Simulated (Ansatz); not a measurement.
# Decaying states in the gap of NaMg2BCl2O3, part 3 of 3

A new crystal, NaMg2BCl2O3: structure, gap and complex bands. It is built by putting Mg for Zn, Na for K in the KZn2BCl2O3 structure of space group R32, with the volume rescaled by atomic radii. The parent structure comes from the Materials Project.

Ansatz 0.2.0; r2SCAN DFT, plane waves, PAW files (the session's first sound run).

So far, gap on the k-mesh (eV): step 3 (the bulk crystal and its band edges, r2SCAN) 5.05; step 6 (r2SCAN norm-conserving, cutoff 1290 eV) 5.04.

The structure was built from a prototype and need not be the compound's stable phase.

## Step 7: Complex bands at another level

This step: r2SCAN DFT, plane waves, norm-conserving files; complex bands by layer matching along the plane's normal (Ansatz 0.2.0).

The complex bands at that level, over its own gap, at (0, 0) and (-0.3333, 0.3333).

Contents of input.yaml:

```yaml
crystal:
  lattice:
    - [4.883485915, 0.0, 0.0]
    - [2.441742957, 4.229222861, 0.0]
    - [2.441742957, 1.409740954, 8.677220241]
  atoms:
    - { symbol: Na, position: [0.5, 0.5, 0.5] }
    - { symbol: Mg, position: [0.6968304691, 0.6968304691, 0.9095085927] }
    - { symbol: Mg, position: [0.3031695309, 0.3031695309, 0.0904914073] }
    - { symbol: B, position: [0.0, 0.0, 0.0] }
    - { symbol: Cl, position: [0.786769393, 0.786769393, 0.639691821] }
    - { symbol: Cl, position: [0.213230607, 0.213230607, 0.360308179] }
    - { symbol: O, position: [0.0, 0.7192377806, 0.0] }
    - { symbol: O, position: [0.7192377806, 0.2807622194, 0.0] }
    - { symbol: O, position: [0.2807622194, 0.0, 0.0] }
kpoints:
  mp_grid: { grid: [6, 6, 6] }
scf:
  occupations: { method: fixed }
hamiltonian:
  xc: r2scan
  pseudopotentials: { kind: nc }
output:
  eigenvalues: true
  transmission:
    leads: [[0, 0]]
    kpoints: [[0.0, 0.0], [-0.3333, 0.3333]]
    e_range: [-1.0, 6.04]
    de: 0.14
```

Command:

```console
ansatz run input.yaml --threads 2 --pin off --max-ram 4096MiB --backend cpu --events-out ev --progress --plain --runs-dir out
```

Numbers of over 12 decimals in the logs are rounded to 6 here.

Output:

```text
Engine: ansatz 0.2.0, x86_64-unknown-linux-gnu
Pseudopotentials: kind: nc
Pseudopotential: Na, nc, valence charge 9, recommended cutoff 1250 eV (normal), Na.nc.azcp
Pseudopotential: Mg, nc, valence charge 10, recommended cutoff 1142.878222 eV (normal), Mg.nc.azcp
Pseudopotential: B, nc, valence charge 3, recommended cutoff 1160 eV (normal), B.nc.azcp
Pseudopotential: Cl, nc, valence charge 7, recommended cutoff 930 eV (normal), Cl.nc.azcp
Pseudopotential: O, nc, valence charge 6, recommended cutoff 1290 eV (normal), O.nc.azcp
Functional definition: r2SCAN
  parameter k0 = 0.174
  parameter k1 = 0.065
  parameter a1 = 4.9479
  exchange = r2scan_x(k0 = k0, k1 = k1, a1 = a1)
  correlation = r2scan_c
Error: memory limit exceeded: the `transmission` phase of `transmission` needs 5.35 GiB against the run's memory maximum of 4.00 GiB; largest carriers: transmission 4.97 GiB, unmodelled-tail allowance 0.30 GiB, source scf tables 0.08 GiB, source scf state 0.01 GiB; the layers of output.transmission grow with the square of the cell's cross-section: a lower cutoff or a narrower output.transmission.e_range takes less, and so, most of all in a narrow cell, does a wider de; where no e_range is typed, a fill by count is planned with a gap of 40 thermal energies
with nothing else changed it takes a maximum of at least 5.36 GiB, with nothing to spare, and 5.89 GiB leaves up to a tenth: --max-ram 5.89GiB where that set the maximum, else more of the term that did, and with no share typed, where 5.89 GiB is over 0.88 of the host's memory or its container's limit, a share of 0.88 or more that holds the maximum too (--max-ram-frac F), where one does; The budget is ten elevenths of [...]
`transmission` follows the SCF: where the deck gives it k-points, a mesh or a band count of its own, those are what to reduce (not on a resume, whose deck is fixed)
```

Wall time 0.21 s (2 threads of AMD EPYC 9R45, shared host); peak memory 0.25 GiB.

The input was rejected at the start.

The program's message: “Error: memory limit exceeded: the `transmission` phase of `transmission` needs 5.35 GiB against the run's memory maximum of 4.00 GiB; largest carriers: transmission 4.97 GiB, unmodelled-tail allowance …”

## Step 8: A repeat with changed settings: scf.lower_state_search = "off"

This step: r2SCAN DFT, plane waves, PAW files; complex bands by layer matching along the plane's normal; changed: scf.lower_state_search = "off" (Ansatz 0.2.0).

This run repeats an earlier one, its twin (the complex run, plane (001)), with one setting changed (scf.lower_state_search; files written aside). It is meant to test how the run responds. Where the input is shown as a difference, that is against the step before, not the twin.

input.yaml, as its differences from that of step 7:

```diff
@@ -19,5 +19,5 @@
   occupations: { method: fixed }
+  lower_state_search: "off"
 hamiltonian:
   xc: r2scan
-  pseudopotentials: { kind: nc }
 output:
@@ -26,4 +26,4 @@
     leads: [[0, 0]]
-    kpoints: [[0.0, 0.0], [-0.3333, 0.3333]]
-    e_range: [-1.0, 6.04]
+    kpoints: [[0.0, 0.0], [-0.3333, 0.3333], [0.5, 0.0]]
+    e_range: [-1.0, 6.05]
     de: 0.14
```

Output:

```text
[...]
Crystal: 9 atoms, lattice volume = 179.214 Å³
Basis set: ecut = 500 eV, 4531 PW (Γ), exchange–correlation on 144×144×288 points (64 copies of the dense FFT grid, shifted against one another)
Bands: 41, of which v1, the nominal top of the filled ones, is band 32 counted from 1 (31 counted from 0)
Symmetry: 6 space group operations
[...]
k-points: 32 of 216 (time reversal used)
[...]
SCF iter   1: F=-9385.683876 eV  HF=-9385.530797 eV  |F-HF|=1.53e-1  |Δ(HF+E_count)|=         —  Δρ=6.61e-3  dr2=4.55e-2  dr2_τ=4.64e-1  ethr=1.77e-3  ⟨swp⟩=5.2  Hψ=4799  notcnv=0  defer=217
[...]
SCF iter   7: F=-9385.707611 eV  HF=-9385.707611 eV  |F-HF|=4.60e-8  |Δ(HF+E_count)|=   3.93e-7  Δρ=4.36e-6  dr2=4.20e-8  dr2_τ=3.06e-9  ethr=1.56e-10  ⟨swp⟩=12.9  Hψ=6500  notcnv=0
SCF 1 converged in 7 iterations: F = -9385.707611 eV  dr2 = 4.20e-8
[...]
transmission: 12 of 36 steps passed
transmission: 24 of 36 steps passed
transmission: 36 of 36 steps passed
SCF converged after 7 iterations
Free energy (F): -9385.707611 eV
[...]
Internal energy: -9385.707611 eV  (E = F + TS)
E sigma→0 (E₀):  -9385.707611 eV
Fermi energy:    0.178247 eV
[...]
--- Band table (eV; the first three rows and the last of 32) ---
  k-point 0: bands = [... 28 lower, -0.3451, -0.3451, -0.1485, -0.1485, 5.2275, 7.3988, 8.5674, 8.6999, ... 5 higher]
  k-point 1: bands = [... 28 lower, -0.3618, -0.3070, -0.1952, -0.1240, 5.3369, 7.1520, 8.5694, 8.8435, ... 5 higher]
  k-point 2: bands = [... 28 lower, -0.3560, -0.2886, -0.2148, -0.1316, 5.6449, 6.6433, 8.6690, 8.9235, ... 5 higher]
  k-point 31: bands = [... 28 lower, -0.4415, -0.3349, -0.2106, 0.1782, 8.0937, 8.1480, 8.4371, 8.5748, ... 5 higher]
--- Transmission ---
  basis      : 211 plane waves across, 12 finite elements along
  points     : 3, as listed
[...]
channels       : 0.000000e0 a spin
[...]
slowest decay  : 0.4688 /Å at (0.0000, 0.0000)
```

Run time: 26 s. Hardware: 2 threads; peak memory 1.2 GiB.

Numbers from this step:

```yaml
free_energy: -9385.7076 eV
fermi_energy: 0.1782 eV
gap_on_the_k_mesh: 5.049 eV
```

K parallel (0, 0); values up to 1.5 1/Å, a degenerate pair printed once or twice; energies at which all values exceed this have no row. Im kz of the slowest decaying states against energy, zero at the highest filled level on the SCF mesh:

```csv
energy (eV),decay 1 (Å⁻¹),decay 2 (Å⁻¹),decay 3 (Å⁻¹),decay 4 (Å⁻¹)
-1.000,0.0631,0.268,0.718,1.29
-0.440,0.0595,0.310,0.910,1.11
-0.020,0.400,0.430,0.979,1.17
0.540,0.458,0.642,1.08,1.16
0.960,0.480,0.728,1.08,1.14
1.520,0.490,0.807,1.07,1.11
1.940,0.486,0.851,1.05,1.08
2.500,0.469,0.890,1.03,1.04
3.060,0.437,0.904,1.01,1.01
3.480,0.402,0.903,0.987,0.990
4.040,0.337,0.892,0.960,0.961
4.460,0.266,0.879,0.935,0.939
5.020,0.0616,0.856,0.899,0.908
5.440,0.835,0.868,0.882,-
6.000,0.774,0.803,0.843,0.871
```

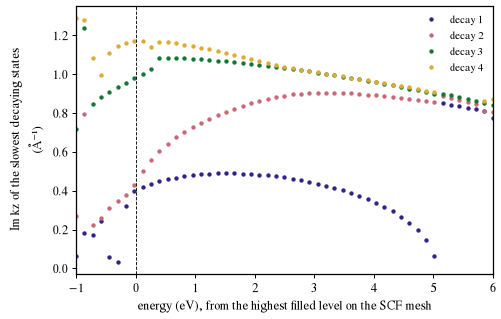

Im kz of the slowest decaying states, plotted against energy.

K parallel (-0.3333, 0.3333); values up to 1.5 1/Å, a degenerate pair printed once or twice; energies at which all values exceed this have no row. Im kz of the slowest decaying states against energy, zero at the highest filled level on the SCF mesh:

```csv
energy (eV),decay 1 (Å⁻¹),decay 2 (Å⁻¹),decay 3 (Å⁻¹),decay 4 (Å⁻¹)
-1.00,0.0627,0.0627,1.27,1.27
-0.02,0.380,0.380,1.16,1.16
0.96,0.586,0.586,1.20,1.20
1.94,0.683,0.683,1.13,1.13
3.06,0.753,0.753,1.02,1.02
4.04,0.820,0.820,0.883,0.883
5.02,0.724,0.724,0.869,0.869
6.00,0.654,0.654,0.784,-
```

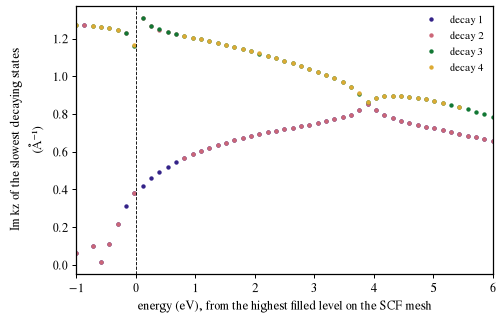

Im kz of the slowest decaying states, plotted against energy.

K parallel (0.5, 0); values up to 1.5 1/Å, a degenerate pair printed once or twice; energies at which all values exceed this have no row. Im kz of the slowest decaying states against energy, zero at the highest filled level on the SCF mesh:

```csv
energy (eV),decay 1 (Å⁻¹),decay 2 (Å⁻¹),decay 3 (Å⁻¹),decay 4 (Å⁻¹)
-1.000,0.299,0.877,1.49,-
-0.440,0.0293,0.127,0.267,0.930
-0.020,0.347,0.466,0.964,1.15
0.540,0.502,0.596,0.927,1.39
0.960,0.562,0.657,0.912,1.47
1.520,0.614,0.711,0.892,1.42
1.940,0.639,0.736,0.876,1.40
2.500,0.658,0.757,0.855,1.37
3.060,0.666,0.766,0.831,1.34
3.480,0.665,0.768,0.812,1.31
4.040,0.655,0.766,0.783,1.27
4.460,0.641,0.758,0.760,1.25
5.020,0.615,0.721,0.748,1.20
5.440,0.589,0.688,0.736,1.17
6.000,0.542,0.637,0.715,1.12
```

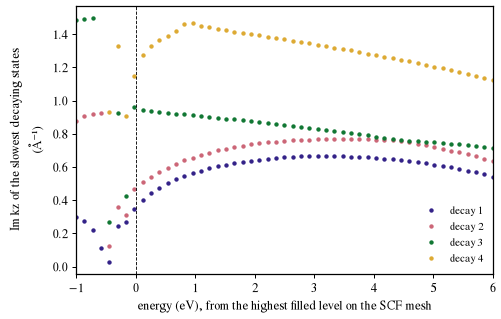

Im kz of the slowest decaying states against energy.

The energy agrees with the twin's within 2e-6 eV and the result to the printed digits, after as many cycles: the change makes no difference here.

## Step 9: What came out

```json
{
 "band gap": "5.05 eV",
 "least decay constant at mid-gap, normal to (001)": "0.469 Å⁻¹",
 "least decay constant on a mesh, normal to (001)": "0.468 Å⁻¹"
}
```

**Reading.** With r2SCAN, the slowest decay at the wavevectors tried is κ = 0.469 Å⁻¹, normal to (001). Through such a film the transmission near mid-gap falls as exp(−2κd), a factor of ten every 2.5 Å. A free electron under a barrier of half the gap would need a mass of 0.33 mₑ to decay at this rate. The compound is made up by substitution; its stability against other phases and against distortions of the cell's symmetry was not tested. r2SCAN still narrows gaps, if less than LDA and GGA do, so real decay constants are likely larger.

[Logs are printed without paths, hosts, clocks, repeated set-up lines and the standing remarks that a program may print on its own settings, such as how far it seeks lower states.]

[Hosts, paths, dates, database ids (printed as entryN), source tags and the programs' standing remarks are cut or masked in the printed files.]

[New means built here by substitution; the compound itself may be known and measured.]
